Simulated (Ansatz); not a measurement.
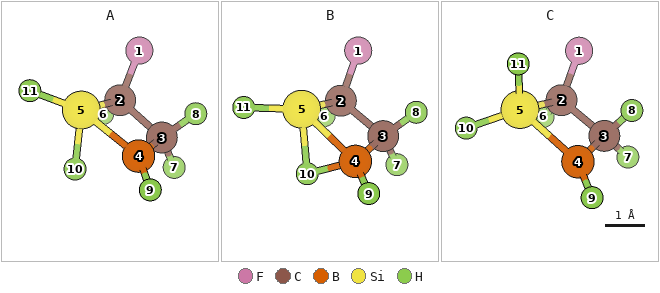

3 geometries from a converged minimum-energy path of C₂H₆BFSi, shuffled. A ball-and-stick model, seen from a free direction.

Level of theory: RKS BLYP-D4/cc-pVDZ in Ansatz. Settings: 7 movable images; climbing image; force threshold 0.03 eV/Å; iteration limit 60; starting path through a guess of the saddle point.

### Which frame is the transition state?

A. In order along the path, whose images run from 0 to 8: C (image 1, +0.02 eV), A (image 6, +0.42 eV), B (image 8, +0.32 eV). No bond forms or breaks between the ends. Bond angles that change up to the highest image, for instance: B4–Si5–H10 124.8° → 60.8°, B4–Si5–H11 114.7° → 147.3°.
